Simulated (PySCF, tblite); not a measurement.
# C₈H₁₄OSi: geometry, infrared bands and NMR shifts

What infrared bands and NMR shifts should C₈H₁₄OSi (`CO/C=C\[C@H](C)C1=C[SiH2]C1`) show?

Computed with tblite 0.8.0 and PySCF 2.14.0, with density-fitted response routines of our own, on a single molecule in the gas phase. Atoms are numbered from 0 throughout.

## (1) The molecule as given

24 atoms, charge 0, multiplicity 1; geometry from: force field or distance geometry start.

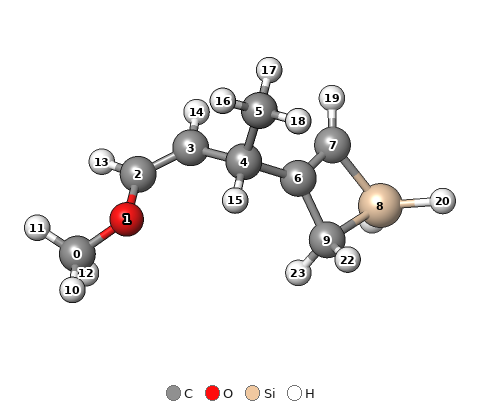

The starting geometry (carbon grey, oxygen red, silicon light orange, hydrogen white), atoms numbered.

## (2) Relaxing the molecule with GFN2-xTB

What the job is given:

```
{"job": {"kind": "relax", "xc": "GFN2-xTB", "basis": "xTB"}, "charge": 0, "multiplicity": 1}
C      3.489500     0.609800    -1.768000
O      2.629600     0.256000    -0.689500
C      1.859300    -0.833200    -0.967700
C      0.724500    -1.105800    -0.312600
C      0.147600    -0.298300     0.828500
C      0.156300    -1.084500     2.126600
C     -1.335400     0.161300     0.455900
C     -2.493400    -0.532900     0.362700
Si    -3.563300     0.899000    -0.113900
C     -1.840500     1.590500     0.108300
H      4.032400     1.509700    -1.483900
H      4.199300    -0.186600    -1.976500
H      2.886100     0.842300    -2.651600
H      2.218800    -1.464300    -1.772100
H      0.164300    -1.993300    -0.588000
H      0.729400     0.621300     0.983700
H      1.185800    -1.347700     2.418200
H     -0.419900    -2.016500     2.053200
H     -0.271400    -0.488000     2.949200
H     -2.722300    -1.589000     0.507200
H     -4.556300     1.281100     0.938100
H     -4.070000     0.832800    -1.511100
H     -1.744200     2.338900     0.919300
H     -1.417800     2.017000    -0.808400
```

The run is started by

```sh
$ OMP_NUM_THREADS=1 python probes_run.py task.json out
```

This one command runs all jobs of the session in turn.

**Question.** This job is followed by: GFN2-xTB harmonic vibrations, gas phase; GIAO PBE0/pcSseg-1 NMR shielding, non-relativistic, gas phase. Predict these results of the whole session: strongest single infrared mode (GFN2-xTB); zero-point energy (GFN2-xTB); ¹³C shifts against TMS (PBE0/pcSseg-1); ¹H shifts against TMS (PBE0/pcSseg-1, means over atoms taken as alike); ¹⁷O shifts against H2O (PBE0/pcSseg-1); ²⁹Si shifts against TMS (PBE0/pcSseg-1); surface potential, least and greatest.

As calculated:

| quantity | value |
| --- | --- |
| strongest single infrared mode (GFN2-xTB) | 2241 cm⁻¹, 523 km/mol |
| zero-point energy (GFN2-xTB) | 121.1 kcal/mol |
| ¹³C shifts against TMS (PBE0/pcSseg-1) | 179.9, 154.1, 127.6, 116.7, 60.0, 40.0, 20.2, 19.2 ppm |
| ¹H shifts against TMS (PBE0/pcSseg-1, means over atoms taken as alike) | 6.23, 5.64, 4.80, 4.74, 4.24, 3.81, 3.53, 2.15, 1.68, 1.20 ppm |
| ¹⁷O shifts against H2O (PBE0/pcSseg-1) | 91.7 ppm |
| ²⁹Si shifts against TMS (PBE0/pcSseg-1) | -54.9 ppm |
| surface potential, least and greatest | -0.99 V and 0.97 V |

In words: Relaxing lowered the energy by 0.427 eV in 206 steps; the close pair that moved most is C4–C6, from 1.597 to 1.497 Å. All 66 modes are real, so the xTB geometry is a minimum. The strongest single mode, at 2241 cm⁻¹, moves mainly H21 and H20. Unscaled tight-binding wavenumbers are off by several per cent, some by more. Its intensities can rank the bands wrongly. At PBE0/pcSseg-1: Shielding is most anisotropic at C6 (span 248 ppm, paramagnetic term -254 ppm).
